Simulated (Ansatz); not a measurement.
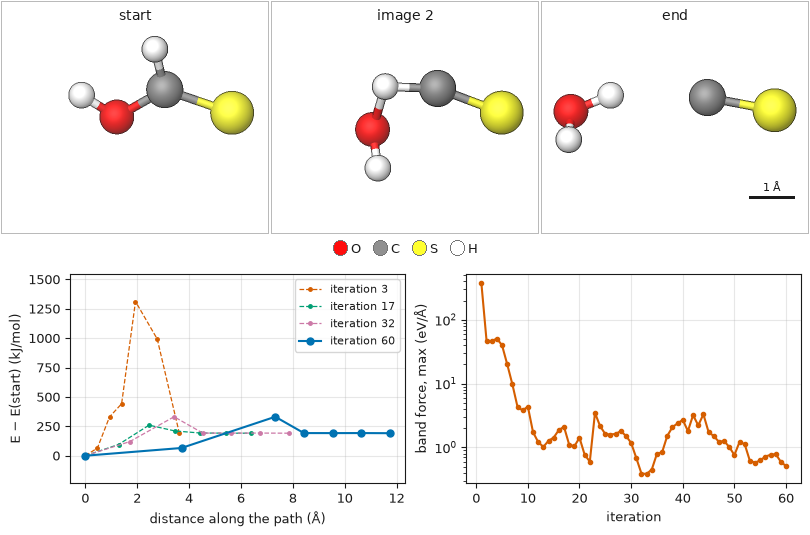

NEB run on CH$_{2}$OS. Images are numbered from 0 (start) to 6 (end). The plot follows the band through its iterations. A ball-and-stick model, seen at a tilt.

Theory: Ansatz 0.2.0, UKS PBE0/cc-pVDZ.

The input:
```yaml
crystal:
  periodic: [false, false, false]
  atoms:
    - { symbol: O, position_ang: [-0.963029, -0.277881, 0.093847] }
    - { symbol: C, position_ang: [0.343402, -0.015159, 0.083005] }
    - { symbol: S, position_ang: [1.385779, -0.597217, 1.177861] }
    - { symbol: H, position_ang: [-1.382898, 0.175606, -0.652461] }
    - { symbol: H, position_ang: [0.666646, 0.64105, -0.743752] }
magnetization:
  spin_polarized: true
basis:
  gaussian: { orbitals: cc-pVDZ }
hamiltonian:
  xc: pbe0
neb:
  order_check: false
  images: 5
  f_tol: 0.05
  max_iterations: 60
  final_atoms:
    - { symbol: O, position_ang: [-1.34674113, 0.60527151, -0.88561432] }
    - { symbol: C, position_ang: [0.90929195, -0.75180993, 0.78760938] }
    - { symbol: S, position_ang: [1.98036344, -0.9417589, 1.87845653] }
    - { symbol: H, position_ang: [-0.80966644, -0.03278496, -0.39341937] }
    - { symbol: H, position_ang: [-0.68334781, 1.04748128, -1.42853222] }
  initial_path:
    images:
      - { positions_ang: [[-0.963029, -0.277881, 0.093847], [0.343402, -0.015159, 0.083005], [1.385779, -0.597217, 1.177861], [-1.382898, 0.175606, -0.652461], [0.666646, 0.64105, -0.743752]] }
      - { positions_ang: [[-0.85555558, -0.30408592, 0.00014518], [0.34372281, 0.07678933, 0.18916179], [1.38576237, -0.62882028, 1.18695141], [-1.32326605, 0.23267367, -0.63819957], [0.49923646, 0.54984219, -0.77955881]] }
      - { positions_ang: [[-0.74808217, -0.33029084, -0.09355663], [0.34404361, 0.16873766, 0.29531858], [1.38574573, -0.66042355, 1.19604182], [-1.2636341, 0.28974134, -0.62393814], [0.33182692, 0.45863439, -0.81536563]] }
      - { positions_ang: [[-0.64060875, -0.35649576, -0.18725845], [0.34436442, 0.26068599, 0.40147538], [1.3857291, -0.69202683, 1.20513223], [-1.20400214, 0.34680901, -0.60967671], [0.16441738, 0.36742658, -0.85117244]] }
      - { positions_ang: [[-0.87598621, -0.03590667, -0.42004374], [0.53267359, -0.07681265, 0.53018671], [1.58394054, -0.77527085, 1.42957366], [-1.07255691, 0.22027769, -0.53759093], [-0.11817102, 0.59411148, -1.0436257]] }
      - { positions_ang: [[-1.11136367, 0.28468242, -0.65282903], [0.72098277, -0.41431129, 0.65889804], [1.78215199, -0.85851487, 1.6540151], [-0.94111167, 0.09374637, -0.46550515], [-0.40075941, 0.82079638, -1.23607896]] }
      - { positions_ang: [[-1.34674113, 0.60527151, -0.88561432], [0.90929195, -0.75180993, 0.78760938], [1.98036344, -0.9417589, 1.87845653], [-0.80966644, -0.03278496, -0.39341937], [-0.68334781, 1.04748128, -1.42853222]] }
```

Run as
```bash
ansatz run input.yaml --threads 1 --pin off --max-ram 2048MiB --backend cpu --events-out ev --progress --plain --runs-dir out
```

Did the band converge, and can the barrier be trusted?

The result isn't final. The band hadn't converged when the run stopped after 60 iterations. The largest component of the band force went from 370 to 0.51 eV/Å. The barrier read from it is provisional, though the highest image hardly moved in the last two iterations. The first iteration put the highest image at 8938.1 kJ/mol. The highest point, image 2, lies 331.4 kJ/mol above the start and 139.8 kJ/mol above the end; the end is at +191.5 kJ/mol relative to the start.
